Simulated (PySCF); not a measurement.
# B2PLYP/STO-6G run of [NO2]+ (SMILES O=[N+]=O)

Aim: the vertical ionisation energy of [NO2]+ at B2PLYP/STO-6G, from 2 runs. The job is set up through a Python script.

The results are computed with PySCF 2.14.0.

7 further runs of the same task are left out: 7 set aside as unsound or not needed.

**1. Starting point**

[NO2]+ has 3 atoms, charge +1, and is taken as a singlet. SMILES: `O=[N+]=O`. Geometry: relaxed at PBE0-D4/def2-TZVP.

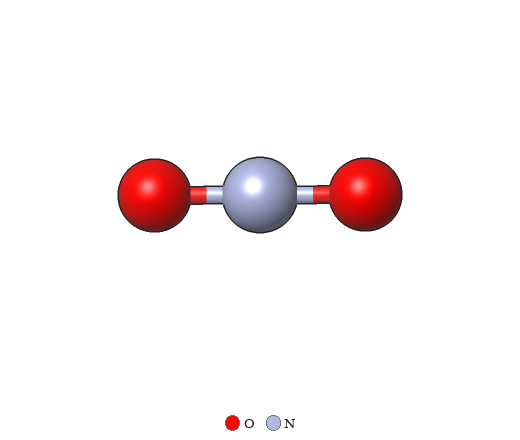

The structure, seen from a chosen angle (oxygen red, nitrogen light blue).

**2. A single-point energy at B2PLYP/STO-6G**

Contents of job.py:

```python
# nitryl ion
from pyscf import gto, dft, mp

mol = gto.M(
    atom='''
O     -1.082775     1.751814    -0.396049
N     -0.000019    -0.000019     0.000000
O      1.082794    -1.751795     0.396049
''',
    verbose=3,
    max_memory=1860,
    charge=1,
    unit='bohr',
    basis='sto-6g',
)

myscf = dft.RKS(mol, xc='0.53*HF + 0.47*B88, 0.73*LYP')
myscf.conv_tol = 1e-10
myscf.grids.level = 5
myscf.kernel()
if not myscf.converged:
    myscf = myscf.newton().run(myscf.mo_coeff, myscf.mo_occ)

pt = mp.MP2(myscf, frozen=3).run()
energy = myscf.e_tot + 0.27 * pt.e_corr
print('PT2 part  %.8f' % (0.27 * pt.e_corr))
print(f'total energy: {energy:.8f} hartree')
```

The run is started by

```console
$ OMP_NUM_THREADS=1 python job.py
```

What it wrote:

```text
converged SCF energy = -203.503278213193
E(RMP2) = -203.900654307471  E_corr = -0.397376094277998
E(SCS-RMP2) = -203.883260442983  E_corr = -0.379982229789819
PT2 part  -0.10729155
total energy: -203.61056976 hartree
```

Run time: 1.2 s. Hardware: 1 thread of AMD EPYC 9R45 (Zen 5), shared host; peak memory 0.18 GiB.

**3. Doublet [NO2]2+ at the same level**

Contents of geometry.xyz:

```xyz
3

O     -0.572980     0.927020    -0.209580
N     -0.000010    -0.000010     0.000000
O      0.572990    -0.927010     0.209580
```

Contents of calc.py:

```python
from pyscf import gto, dft, mp

system = gto.Mole()
system.atom = 'geometry.xyz'
system.charge = 2
system.basis = 'sto-6g'
system.max_memory = 1860
system.spin = 1
system.verbose = 3
system.build()

mf = dft.UKS(system, xc='0.53*HF + 0.47*B88, 0.73*LYP')
mf.conv_tol = 1e-10
mf.grids.level = 5
mf.kernel()
if not mf.converged:
    mf = mf.newton().run(mf.mo_coeff, mf.mo_occ)

pt = mp.MP2(mf, frozen=3).run()
etot = mf.e_tot + 0.27 * pt.e_corr
print('PT2 part  %.8f' % (0.27 * pt.e_corr))
print('E = %.10f Eh' % etot)
```

The run is started by

```console
$ OMP_NUM_THREADS=1 python calc.py
```

What it wrote:

```text
converged SCF energy = -202.609200634284  <S^2> = 0.83810061  2S+1 = 2.0862412
E(UMP2) = -202.905115140953  E_corr = -0.295914506668615
E(SCS-UMP2) = -202.894560013828  E_corr = -0.285359379543992
PT2 part  -0.07989692
E = -202.6890975511 Eh
```

It took 1.9 s on 1 thread of AMD EPYC 9R45 (Zen 5), shared host; peak memory 0.18 GiB.

**4. What came out**

Level: B2PLYP/STO-6G, 3 core orbitals frozen.

```
                                                                 quantity          value
                                             singlet [NO2]+: total energy  -203.61057 Eh
                        singlet [NO2]+: HOMO energy (SCF part's orbitals)      -21.88 eV
                        singlet [NO2]+: LUMO energy (SCF part's orbitals)       -9.37 eV
                      singlet [NO2]+: HOMO–LUMO gap (SCF part's orbitals)       12.51 eV
                                            doublet [NO2]2+: total energy  -202.68910 Eh
doublet [NO2]2+: HOMO energy (SCF part's orbitals) (highest over α and β)      -34.63 eV
 doublet [NO2]2+: LUMO energy (SCF part's orbitals) (lowest over α and β)      -26.72 eV
                                                    doublet [NO2]2+: ⟨S²⟩          0.838
                     vertical ionisation energy (to the doublet dication)      25.075 eV
```

**Reading.** Removing an electron at fixed nuclei costs 25.07 eV (578 kcal/mol). The negative HOMO energy of the first species, 21.88 eV, lies 3.19 eV below that difference. In a minimal basis such a difference can be off by several eV, whatever the method. Mulliken charges (singlet [NO2]+) run from +0.24 on O1 to +0.52 on N2; they depend strongly on the basis.
